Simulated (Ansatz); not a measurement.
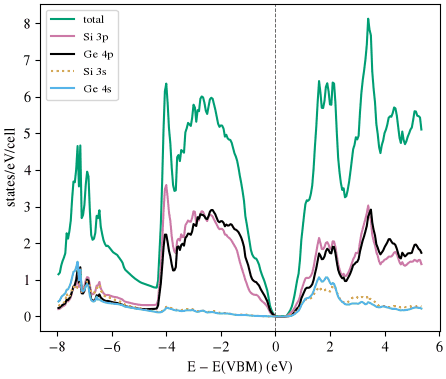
*Total and projected density of states of SiGe in space group Pmma (No. 51; Si on 2e, Si on 2f, Ge on 2e, Ge on 2f), PBE in the plane-wave PAW code Ansatz*

Q: Which orbitals carry the states next to the gap?

A: Top 1 eV of the valence band: Ge 4p 60 %, Si 3p 37 %. Bottom 1 eV of the conduction band: Si 3p 34 %, Ge 4p 24 %, Si 3s 16 %, Ge 4s 15 %, outside the projected shells 11 %. Projections are on Löwdin-orthogonalised atomic valence shells; empty p or d shells of many metals are not among them.

Q: Where is the tallest occupied peak in this window, and what makes it?

A: Near -4.0 eV, about 6.4 states/eV per cell; the largest projected share is Si 3p.

The start of the workflow was typed in or built on a structure type; neither database checked (COD, Materials Project) lists it. Whether it is the stable phase at ambient conditions was not checked. The cell was relaxed with PBE under the symmetry of its start; its stability against distortions is not shown here. Spin–orbit coupling is left out wherever it is not named.

Potentials: the later of the program's two PAW sets.
